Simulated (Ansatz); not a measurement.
Bands of a (12,0) ZnO nanotube, along its axis.

Method: PBE (plane waves to 420 eV, PAW; Ansatz, a quantum-chemistry and plane-wave program). Mesh 1×1×6. No spin polarisation. Isolated but for its images some 11 Å away. A hypothetical model, rolled from the flat sheet. It keeps the symmetry and period of its start, so it need not be a minimum against all distortions.

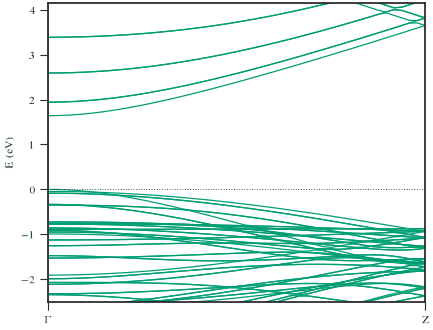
Fig. 1. Bands from the zone centre to the zone edge (period 5.66 Å); the dotted line marks the highest filled level

Task: Is it a metal or a semiconductor at this level? Give what the bands show.

Result: A semiconductor in PBE.
PBE gap: 1.64 eV, direct at Γ
